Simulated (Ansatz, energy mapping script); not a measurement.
# Spin model of MnF2 from collinear orders

Aim: the exchange couplings of MnF2 from the energies of a few collinear orders, and the ordering temperature that they give.

Main program and level: Ansatz 0.2.0; PBEsol with U = 4 eV on Mn d, ortho-atomic projectors; plane waves, U on orthogonalised atomic orbitals unless named otherwise, collinear spin, no spin–orbit coupling.

## Step 1: The structure

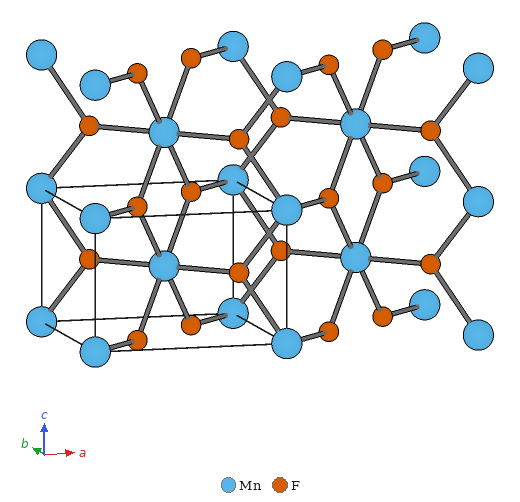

The cell as given, slightly off an axis (manganese blue, fluorine orange). 2×1×2 cells are drawn. Some periodic images of atoms are drawn too.

The U corrects the self-interaction that lets semilocal functionals spread d and f electrons too far. Its value here is typed, not computed.

## Step 2: Order 1: parallel, cell A of 12 atoms

Each cell gets its own parallel run on the same mesh, so that most of the mesh error cancels in the differences.

Contents of input.yaml:

```yaml
crystal:
  lattice:
    - [4.8738, 0.0, 0.0]
    - [0.0, 4.8738, 3.3107]
    - [0.0, -4.8738, 3.3107]
  atoms:
    - { symbol: Mn, position: [0.0, 0.0, 0.0], spin: 4.5 }
    - { symbol: Mn, position: [0.0, 0.5, 0.5], spin: 4.5 }
    - { symbol: Mn, position: [0.5, 0.5, 0.0], spin: 4.5 }
    - { symbol: Mn, position: [0.5, 0.0, 0.5], spin: 4.5 }
    - { symbol: F, position: [0.3053, 0.15265, 0.84735] }
    - { symbol: F, position: [0.3053, 0.65265, 0.34735] }
    - { symbol: F, position: [0.1947, 0.65265, 0.84735] }
    - { symbol: F, position: [0.1947, 0.15265, 0.34735] }
    - { symbol: F, position: [0.6947, 0.34735, 0.65265] }
    - { symbol: F, position: [0.6947, 0.84735, 0.15265] }
    - { symbol: F, position: [0.8053, 0.34735, 0.15265] }
    - { symbol: F, position: [0.8053, 0.84735, 0.65265] }
magnetization:
  spin_polarized: true
kpoints:
  mp_grid: { grid: [6, 5, 5] }
hamiltonian:
  xc: pbesol
  hubbard:
    sites:
      - { species: Mn, l: d, u_eff: 4.0 }
      - { site: 0, l: d, u_eff: 4.0, starting_ns: [{ spin: up, occupation_matrix: mn1_major }, { spin: down, occupation_matrix: mn1_minor }] }
      - { site: 1, l: d, u_eff: 4.0, starting_ns: [{ spin: up, occupation_matrix: mn1_major }, { spin: down, occupation_matrix: mn1_minor }] }
      - { site: 2, l: d, u_eff: 4.0, starting_ns: [{ spin: up, occupation_matrix: mn2_major }, { spin: down, occupation_matrix: mn2_minor }] }
      - { site: 3, l: d, u_eff: 4.0, starting_ns: [{ spin: up, occupation_matrix: mn2_major }, { spin: down, occupation_matrix: mn2_minor }] }
    projectors: ortho-atomic
    occupation_matrices:
      mn1_major:
        matrix:
          - [0.998, 0.0, 0.0, 0.0, 0.001]
          - [0.0, 0.998, 0.001, 0.0, 0.0]
          - [0.0, 0.001, 0.998, 0.0, 0.0]
          - [0.0, 0.0, 0.0, 0.999, 0.0]
          - [0.001, 0.0, 0.0, 0.0, 0.996]
      mn1_minor:
        matrix:
          - [0.041, 0.0, 0.0, 0.0, -0.028]
          - [0.0, 0.049, -0.024, 0.0, 0.0]
          - [0.0, -0.024, 0.049, 0.0, 0.0]
          - [0.0, 0.0, 0.0, 0.023, 0.0]
          - [-0.028, 0.0, 0.0, 0.0, 0.056]
      mn2_major:
        matrix:
          - [0.998, 0.0, 0.0, 0.0, -0.001]
          - [0.0, 0.998, -0.001, 0.0, 0.0]
          - [0.0, -0.001, 0.998, 0.0, 0.0]
          - [0.0, 0.0, 0.0, 0.999, 0.0]
          - [-0.001, 0.0, 0.0, 0.0, 0.996]
      mn2_minor:
        matrix:
          - [0.041, 0.0, 0.0, 0.0, 0.028]
          - [0.0, 0.049, 0.024, 0.0, 0.0]
          - [0.0, 0.024, 0.049, 0.0, 0.0]
          - [0.0, 0.0, 0.0, 0.023, 0.0]
          - [0.028, 0.0, 0.0, 0.0, 0.056]
scf:
  occupations: { method: fermi_dirac, width: 0.05 }
output:
  eigenvalues: true
```

On the command line:

```console
> ansatz run input.yaml --threads 8 --pin off --max-ram 61440MiB --backend cuda --events-out ev --progress --plain --runs-dir out
```

Numbers of over 12 decimals in the logs are rounded to 6 here.

The log of the run:

```text
Engine: ansatz 0.2.0, aarch64-unknown-linux-gnu
Pseudopotentials: kind: paw
Pseudopotential: Mn, paw, valence charge 15, recommended cutoff 420 eV (normal), Mn.paw.azcp
Pseudopotential: F, paw, valence charge 7, recommended cutoff 420 eV (normal), F.paw.azcp
Functional definition: PBEsol
  exchange = pbesol_x
  correlation = pbesol_c
[...]
Crystal: 12 atoms, lattice volume = 157.284 Å³
Basis set: ecut = 420 eV, 3059 PW (Γ)
Bands: 81, of which v1, the nominal top of the filled ones, is band 58 counted from 1 (57 counted from 0)
Symmetry: 16 space group operations
Space group: P42/mnm (ITA 136), of the structure as read, at distance tolerance 5.4e-5 Å
Magnetic group: BNS 136.495 (UNI 1155), of the structure as read, at distance tolerance 5.4e-5 Å
k-points: 36 of 150
Non-local potential: Mn, projectors of the file, l = 0: 3, l = 1: 2, l = 2: 3, l = 3: 1
Non-local potential: F, projectors of the file, l = 0: 2, l = 1: 2, l = 2: 1
PAW form: soft (Blöchl's): semilocal exchange-correlation on the pseudo side does not see the compensation charge
PAW frozen core: Mn, regenerated for the run's functional, and the local potential with it (the file was generated under x = pbe(κ = 0.804, μ = 0.219515), c = pbe(β = 0.066725))
PAW frozen core: F, regenerated for the run's functional, and the local potential with it (the file was generated under x = pbe(κ = 0.804, μ = 0.219515), c = pbe(β = 0.066725))
PAW one-centre angular grid: Mn, 590 points (default); XC on 64 Gauss nodes
PAW one-centre angular grid: F, 110 points (default); XC on 64 Gauss nodes
Initial density: superposition of atomic densities (chi_scale 0.1, normalization cell, long waves kept (reshape's long-wave potential 0.01 eV rms))
Starting moments: Σ|m| = 18 μB on 4 of 12 sites
Initial wavefunctions: pseudopotential atomic-orbital guess
[...]
Functional: x = pbesol(κ = 0.804, μ = 0.123457), c = pbesol(β = 0.046)
SCF iter   1: F=—  HF=-21925.033512 eV  |F-HF|=—  |Δ(HF+E_count)|=         —  Δρ=5.31e-1 (↑2.32e-1 ↓5.31e-1)  dr2=8.45e2  dr2_m=4.60e1  M=7.027 μB ∫|m|=7.027 μB  β_m=0.30  ethr=3.10e-3  ⟨swp⟩=5.1  Hψ=20238  notcnv=0  defer=77
preconditioner: auto → Kerker (q_TF=auto, 2.593 Å⁻¹)  [metal: Δε(μ)=0.004 eV  Ē_g=13.146 eV  σ=0.050 eV  W_gap=0.02  n_scr=46 (ndim 8)  ℏωp=27.1 eV  f_vac=0.064  D(μ)=20.39/eV (n_scr^D=304)]
spin=Collinear: Kerker preconditioning applied to the charge; magnetization (m = ρ↑ − ρ↓) channel mixes plain (no charge-response kernel on spin).
SCF iter   2: F=—  HF=-21884.225965 eV  |F-HF|=—  |Δ(HF+E_count)|=    4.08e1  Δρ=1.33e-1 (↑9.21e-2 ↓1.33e-1)  dr2=2.49e1  dr2_m=7.48e0  M=20.000 μB ∫|m|=20.000 μB  β_m=1.00  ethr=3.10e-3  ⟨swp⟩=4.1  Hψ=16237  notcnv=0  defer=604
preconditioner: auto → Resta (q_TF=auto, 2.593 Å⁻¹)  ε∞=3.8  [insulator: Δε(μ)=1.627 eV  Ē_g=16.100 eV  σ=0.050 eV  W_gap=1.00  n_scr=46 (ndim 8)  ℏωp=27.1 eV  f_vac=0.034  D(μ)=0.00/eV (n_scr^D=0)  ε∞_Penn≈3.8]
spin=Collinear: Resta preconditioning applied to the charge; magnetization (m = ρ↑ − ρ↓) channel mixes plain (no charge-response kernel on spin).
SCF iter   3: F=—  HF=-21878.122982 eV  |F-HF|=—  |Δ(HF+E_count)|=    6.10e0  Δρ=4.84e-2 (↑4.59e-2 ↓4.84e-2)  dr2=7.06e0  dr2_m=5.13e-2  M=20.000 μB ∫|m|=20.000 μB  β_m=1.00  ethr=3.10e-3  ⟨swp⟩=3.5  Hψ=12666  notcnv=0  defer=621
SCF iter   4: F=—  HF=-21878.685548 eV  |F-HF|=—  |Δ(HF+E_count)|=   5.63e-1  Δρ=1.45e-2 (↑1.37e-2 ↓1.45e-2)  dr2=3.42e-1  dr2_m=1.02e-1  M=20.000 μB ∫|m|=20.000 μB  β_m=0.30  ethr=3.10e-3  ⟨swp⟩=3.1  Hψ=12569  notcnv=0  defer=625
Mixer restart at iter 4: flushing history
spin-set hold released at iteration 4 (site moments contracting): the magnetisation degrees of freedom join the quasi-Newton model from the next iteration; the mixer history was flushed
SCF iter   5: F=—  HF=-21879.727815 eV  |F-HF|=—  |Δ(HF+E_count)|=    1.04e0  Δρ=1.01e-2 (↑8.39e-3 ↓1.01e-2)  dr2=1.58e-1  dr2_m=5.06e-2  M=20.000 μB ∫|m|=20.000 μB  β_m=0.65  ethr=2.95e-4  ⟨swp⟩=2.4  Hψ=7879  notcnv=0  defer=624
[...]
SCF 1 converged in 13 iterations: F = -21880.849204 eV  dr2 = 9.94e-10
[...]
SCF converged after 13 iterations
[...]
E_paw        = -6667.889267  (= ΣΔE_a)
  E_vpaw       = -1771.861474  (= ΣTr[D̂ρ^β])
  E_aug_tail   = 0.016105  (compensation charges beyond the density's cutoff)
  E_ewald      = -9910.015134
  E_core_change = 1.018142  (= ΣΔE_core)
  E_smearing   = -0.000000  (= −TS)
  E_closure    = -0.000000  (closes the sum)
  Σ components = -21880.849204   (vs F -21880.849204, Δ=0.00e0)
--- Specified on-site occupations, and those of the state reported ---
  electrons in the specified blocks: 20.8280 specified, 20.8240 found
  site 0 (l=d) ↑: largest change of an orbital's occupation 0.0005; electrons 4.9890 specified, 4.9888 found; spectral distance 0.0005
  site 1 (l=d) ↑: largest change of an orbital's occupation 0.0005; electrons 4.9890 specified, 4.9888 found; spectral distance 0.0005
  site 3 (l=d) ↑: largest change of an orbital's occupation 0.0005; electrons 4.9890 specified, 4.9888 found; spectral distance 0.0005
  site 2 (l=d) ↑: largest change of an orbital's occupation 0.0005; electrons 4.9890 specified, 4.9888 found; spectral distance 0.0005
  site 0 (l=d) ↓: largest change of an orbital's occupation 0.0004; electrons 0.2180 specified, 0.2172 found; spectral distance 0.0005
  site 2 (l=d) ↓: largest change of an orbital's occupation 0.0004; electrons 0.2180 specified, 0.2172 found; spectral distance 0.0005
  site 3 (l=d) ↓: largest change of an orbital's occupation 0.0004; electrons 0.2180 specified, 0.2172 found; spectral distance 0.0005
  site 1 (l=d) ↓: largest change of an orbital's occupation 0.0004; electrons 0.2180 specified, 0.2172 found; spectral distance 0.0005
--- Band table (eV; the first three rows and the last of 72) ---
  k-point 0 ↑: bands = [... 54 lower, 2.8895, 2.9094, 2.9094, 3.4725, 3.5594, 3.5594, 3.9616, 3.9616]
  k-point 1 ↑: bands = [... 54 lower, 3.0078, 3.0438, 3.0772, 3.6916, 3.7014, 3.7335, 3.8925, 3.9389]
  k-point 2 ↑: bands = [... 54 lower, 3.2418, 3.2614, 3.4153, 3.6970, 3.8045, 3.9232, 4.1418, 4.1629]
  k-point 35 ↓: bands = [... 54 lower, 11.1886, 11.1886, 11.3089, 11.3089, 11.4207, 11.4207, 11.4287]
Occupation matrices written to <dir>
```

Run time: 2.5 s. Hardware: 1 × NVIDIA GB200 with 8 threads of Arm Neoverse V2, shared host; peak memory 1.3 GiB; 7.6 s of CPU time.

The column dr2 measures how far the density is from self-consistency, as an energy; F and HF (Harris–Foulkes) agree once it is small.

Spin moment in the sphere by atom:

```
atom  spin moment in the sphere (μB)
 Mn1                            4.23
 Mn2                            4.23
 Mn3                            4.23
 Mn4                            4.23
  F5                            0.07
  F6                            0.07
  F7                            0.07
  F8                            0.07
  F9                            0.07
 F10                            0.07
 F11                            0.07
 F12                            0.07
```

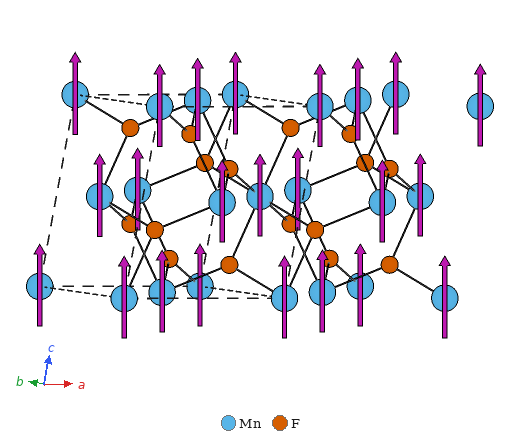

Spin moment in the sphere as arrows, the longest 4.23 μB. Up and down stand for the sign. Arrows give size and sign along the axis of quantisation, drawn up and down the page. Bonds to atoms that aren't drawn are left out. 2×1×1 cells are drawn. Some periodic images of atoms are drawn too.

The run ends ferromagnetic.

## Step 3: Compensated +−+− start in cell A (12 atoms)

This order reverses 2 of the 2 neighbours at 3.31 Å, 4 of the 8 neighbours at 3.82 Å and 2 of the 4 neighbours at 4.87 Å, counted for an average magnetic atom.

input.yaml, as its differences from that of step 2:

```diff
@@ -7,5 +7,5 @@
     - { symbol: Mn, position: [0.0, 0.0, 0.0], spin: 4.5 }
-    - { symbol: Mn, position: [0.0, 0.5, 0.5], spin: 4.5 }
+    - { symbol: Mn, position: [0.0, 0.5, 0.5], spin: -4.5 }
     - { symbol: Mn, position: [0.5, 0.5, 0.0], spin: 4.5 }
-    - { symbol: Mn, position: [0.5, 0.0, 0.5], spin: 4.5 }
+    - { symbol: Mn, position: [0.5, 0.0, 0.5], spin: -4.5 }
     - { symbol: F, position: [0.3053, 0.15265, 0.84735] }
@@ -28,5 +28,5 @@
       - { site: 0, l: d, u_eff: 4.0, starting_ns: [{ spin: up, occupation_matrix: mn1_major }, { spin: down, occupation_matrix: mn1_minor }] }
-      - { site: 1, l: d, u_eff: 4.0, starting_ns: [{ spin: up, occupation_matrix: mn1_major }, { spin: down, occupation_matrix: mn1_minor }] }
+      - { site: 1, l: d, u_eff: 4.0, starting_ns: [{ spin: up, occupation_matrix: mn1_minor }, { spin: down, occupation_matrix: mn1_major }] }
       - { site: 2, l: d, u_eff: 4.0, starting_ns: [{ spin: up, occupation_matrix: mn2_major }, { spin: down, occupation_matrix: mn2_minor }] }
-      - { site: 3, l: d, u_eff: 4.0, starting_ns: [{ spin: up, occupation_matrix: mn2_major }, { spin: down, occupation_matrix: mn2_minor }] }
+      - { site: 3, l: d, u_eff: 4.0, starting_ns: [{ spin: up, occupation_matrix: mn2_minor }, { spin: down, occupation_matrix: mn2_major }] }
     projectors: ortho-atomic
```

The log of the run:

```text
[...]
Crystal: 12 atoms, lattice volume = 157.284 Å³
Basis set: ecut = 420 eV, 3059 PW (Γ)
Bands: 81, of which v1, the nominal top of the filled ones, is band 58 counted from 1 (57 counted from 0)
Symmetry: 4 space group operations
[...]
k-points: 52 of 150
[...]
Starting moments: Σ|m| = 18 μB on 4 of 12 sites
Starting magnetic order: antiferromagnet; a translation exchanges its spin sublattices: spin-degenerate at every k-point
[...]
the translation (0, 0.5, 0.5) carries every atom to within crystal.symmetry.tolerance of an atom of its element with the starting moment reversed, but both spin channels are solved: the dense algebra is the device's
SCF iter   1: F=—  HF=-21925.585072 eV  |F-HF|=—  |Δ(HF+E_count)|=         —  Δρ=4.04e-1 (↑4.04e-1 ↓4.04e-1)  dr2=8.25e2  dr2_m=4.31e1  M=-0.000 μB ∫|m|=6.546 μB  β_m=0.30  ethr=3.10e-3  ⟨swp⟩=5.0  Hψ=30532  notcnv=0  defer=154
[...]
SCF iter   4: F=—  HF=-21878.810189 eV  |F-HF|=—  |Δ(HF+E_count)|=   6.33e-1  Δρ=1.41e-2 (↑1.41e-2 ↓1.41e-2)  dr2=3.74e-1  dr2_m=8.91e-2  M=0.000 μB ∫|m|=19.494 μB  β_m=0.30  ethr=3.10e-3  ⟨swp⟩=3.2  Hψ=17846  notcnv=0  defer=1144
[...]
SCF 1 converged in 12 iterations: F = -21880.884941 eV  dr2 = 2.59e-8
[...]
SCF converged after 12 iterations
[...]
E_paw        = -6667.925704  (= ΣΔE_a)
  E_vpaw       = -1772.011573  (= ΣTr[D̂ρ^β])
  E_aug_tail   = 0.016103  (compensation charges beyond the density's cutoff)
  E_ewald      = -9910.015134
  E_core_change = 1.018142  (= ΣΔE_core)
  E_smearing   = -0.000000  (= −TS)
  E_closure    = 0.000000  (closes the sum)
  Σ components = -21880.884941   (vs F -21880.884941, Δ=0.00e0)
--- Specified on-site occupations, and those of the state reported ---
  electrons in the specified blocks: 20.8280 specified, 20.8418 found
[...]
--- Band table (eV; the first three rows and the last of 104) ---
  k-point 0 ↑: bands = [... 54 lower, 4.2060, 4.6304, 5.0543, 5.6163, 8.6520, 10.9064, 10.9870, 11.1236]
  k-point 1 ↑: bands = [... 54 lower, 4.2462, 4.5907, 5.0171, 5.6271, 9.0387, 10.9135, 10.9754, 11.1145]
  k-point 2 ↑: bands = [... 54 lower, 4.3099, 4.5199, 4.9619, 5.6455, 9.9916, 10.9230, 10.9486, 11.0519]
  k-point 51 ↓: bands = [... 54 lower, 4.4760, 4.4760, 5.1994, 5.1994, 10.9915, 10.9915, 11.0961, 11.0961]
Occupation matrices written to <dir>
```

It took 2.7 s on 1 × NVIDIA GB200 with 8 threads; peak memory 1.3 GiB; 4.4 s of CPU time.

Spin moment in the sphere by atom:

```
atom  spin moment in the sphere (μB)
 Mn1                            4.22
 Mn2                           -4.22
 Mn3                            4.22
 Mn4                           -4.22
  F5                            0.02
  F6                           -0.02
  F7                            0.02
  F8                           -0.02
  F9                           -0.02
 F10                            0.02
 F11                            0.02
 F12                           -0.02
```

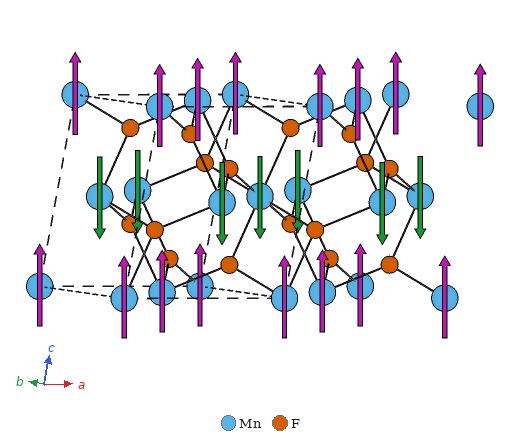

Spin moment in the sphere as arrows, the longest 4.22 μB. Up and down stand for the sign. Arrows give size and sign along the axis of quantisation, drawn up and down the page. The two directions have two colours. Bonds to atoms that aren't drawn are left out. 2×1×1 cells are drawn. Some periodic images of atoms are drawn too.

The run ends antiferromagnetic, 8.93 meV a magnetic atom below the parallel order of its cell.

## Step 4: Run 3 (uncompensated +++−; cell A, 12 atoms)

This order reverses 1 of the 2 neighbours at 3.31 Å, 4 of the 8 neighbours at 3.82 Å and 1 of the 4 neighbours at 4.87 Å, counted for an average magnetic atom.

input.yaml, as its differences from that of step 3:

```diff
@@ -7,3 +7,3 @@
     - { symbol: Mn, position: [0.0, 0.0, 0.0], spin: 4.5 }
-    - { symbol: Mn, position: [0.0, 0.5, 0.5], spin: -4.5 }
+    - { symbol: Mn, position: [0.0, 0.5, 0.5], spin: 4.5 }
     - { symbol: Mn, position: [0.5, 0.5, 0.0], spin: 4.5 }
@@ -28,3 +28,3 @@
       - { site: 0, l: d, u_eff: 4.0, starting_ns: [{ spin: up, occupation_matrix: mn1_major }, { spin: down, occupation_matrix: mn1_minor }] }
-      - { site: 1, l: d, u_eff: 4.0, starting_ns: [{ spin: up, occupation_matrix: mn1_minor }, { spin: down, occupation_matrix: mn1_major }] }
+      - { site: 1, l: d, u_eff: 4.0, starting_ns: [{ spin: up, occupation_matrix: mn1_major }, { spin: down, occupation_matrix: mn1_minor }] }
       - { site: 2, l: d, u_eff: 4.0, starting_ns: [{ spin: up, occupation_matrix: mn2_major }, { spin: down, occupation_matrix: mn2_minor }] }
```

The log of the run:

```text
[...]
Crystal: 12 atoms, lattice volume = 157.284 Å³
Basis set: ecut = 420 eV, 3059 PW (Γ)
Bands: 81, of which v1, the nominal top of the filled ones, is band 58 counted from 1 (57 counted from 0)
Symmetry: 4 space group operations
[...]
k-points: 48 of 150
[...]
Starting moments: Σ|m| = 18 μB on 4 of 12 sites
[...]
electrons in the specified blocks: 20.8280 specified, 20.8406 found
[...]
--- Band table (eV; the first three rows and the last of 96) ---
  k-point 0 ↑: bands = [... 54 lower, 3.5248, 3.6501, 3.6530, 4.0490, 4.4077, 4.5561, 5.2672, 5.5588]
  k-point 1 ↑: bands = [... 54 lower, 3.5593, 3.6645, 3.7606, 3.9971, 4.4086, 4.5866, 5.1421, 5.4306]
  k-point 2 ↑: bands = [... 54 lower, 3.4568, 3.6430, 3.8748, 4.1770, 4.4224, 4.7256, 4.8172, 5.0729]
  k-point 47 ↓: bands = [... 54 lower, 10.9166, 10.9310, 11.0382, 11.1647, 11.1829, 11.2270, 11.2674]
Occupation matrices written to <dir>
[key lines of the parts left out:]
SCF converged after 13 iterations
```

The job ended after 2.2 s (1 × NVIDIA GB200 with 8 threads; peak memory 1.3 GiB).

The run ends ferrimagnetic, 9.08 meV a magnetic atom below the parallel order of its cell.

(Continued in part 2 of 3.)

[Logs and program files are shortened in this print: banners, set-up blocks, solver, clock and traceback lines can be left out without a mark of their own.]

[Logs are printed without paths, hosts, clocks, repeated set-up lines and the standing remarks that a program may print on its own settings, such as how far it seeks lower states.]

[Hosts, paths, dates, database ids (printed as entryN), source tags and the programs' standing remarks are cut or masked in the printed files.]

[Where a cell is said to come from a database of computed structures, the database is the Materials Project.]
